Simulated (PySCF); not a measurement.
# S2 (sulfur dimer): UBLYP/cc-pVTZ

Aim: the vertical ionisation energy of S2 (sulfur dimer) at UBLYP/cc-pVTZ, from 2 runs. The job is set up through a Python script.

The calculation is run with PySCF 2.14.0.

10 further runs of the same task are left out: 1 that didn't finish, 9 set aside as unsound or not needed. Runs told in other sessions of the task aren't counted.

### 1 The system as given

S2: 2 atoms, total charge 0, spin state triplet. SMILES: `S=S`. The bond length is the measured one.

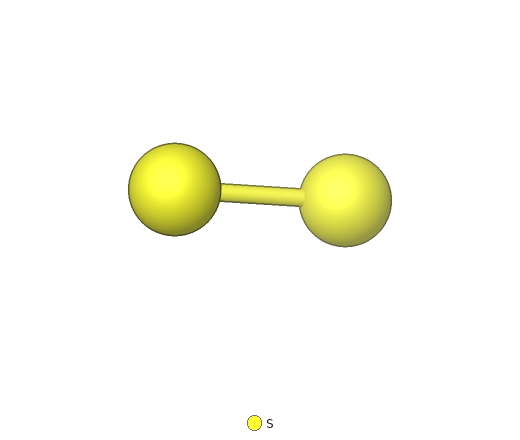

The structure, seen from a chosen angle (sulfur yellow).

### 2 The energy at UBLYP/cc-pVTZ

Input file input.py:

```python
# sulfur dimer
from pyscf import gto, dft

mol = gto.M(
    atom='S 0.000000 0.000000 0.000000; S 0.000000 0.000000 1.889200',
    max_memory=1860,
    spin=2,
    basis='cc-pvtz',
    verbose=3,
)

mf = dft.UKS(mol, xc='blyp')
mf.grids.level = 5
mf.conv_tol = 1e-10
mf.kernel()
if not mf.converged:
    mf = mf.newton().run(mf.mo_coeff, mf.mo_occ)

e_final = mf.e_tot
print(f'total energy: {e_final:.8f} hartree')
```

The run is started by

```bash
$ OMP_NUM_THREADS=1 python input.py
```

Standard output:

```text
WARN: HOMO -0.20132174181891 >= LUMO -0.20132174181892

converged SCF energy = -796.410377390918  <S^2> = 2.0042447  2S+1 = 3.0028285
total energy: -796.41037739 hartree
```

It took 7.8 s on 1 thread of Arm Neoverse V1, shared host; peak memory 0.32 GiB.

### 3 The doublet cation at the same level

Input file input.py:

```python
from pyscf import gto, dft

molecule = gto.M(
    atom='S 0.000000 0.000000 0.000000; S 0.000000 0.000000 1.889200',
    basis='cc-pvtz',
    charge=1,
    spin=1,
    max_memory=1860,
    verbose=3,
)

ks = dft.UKS(molecule)
ks.xc = 'blyp'
ks.conv_tol = 1e-10
ks.grids.level = 5
ks.kernel()
if not ks.converged:
    ks = ks.newton().run(ks.mo_coeff, ks.mo_occ)

e_tot = ks.e_tot
print(f'total energy: {e_tot:.8f} hartree')
```

The run is started by

```bash
$ OMP_NUM_THREADS=1 python input.py
```

Standard output:

```text
WARN: HOMO -0.201321741818919 >= LUMO -0.20132174181892

converged SCF energy = -796.070322329988  <S^2> = 0.75251559  2S+1 = 2.002514
total energy: -796.07032233 hartree
```

Wall time 16 s (1 thread of Arm Neoverse V1, shared host); peak memory 0.32 GiB.

### 4 Summary of results

Level: UBLYP/cc-pVTZ.

| quantity | value |
| --- | --- |
| triplet S2: total energy | -796.41038 Eh |
| triplet S2: dipole moment | 0.00 D |
| triplet S2: HOMO energy (highest over α and β) | -5.55 eV |
| triplet S2: LUMO energy (lowest over α and β) | -4.34 eV |
| triplet S2: ⟨S²⟩ | 2.004 |
| doublet cation: total energy | -796.07032 Eh |
| doublet cation: HOMO energy (highest over α and β) | -13.08 eV |
| doublet cation: LUMO energy (lowest over α and β) | -13.00 eV |
| doublet cation: ⟨S²⟩ | 0.753 |
| vertical ionisation energy (to the doublet cation) | 9.253 eV |

**Reading.** Removing an electron at fixed nuclei costs 9.25 eV (893 kJ/mol).
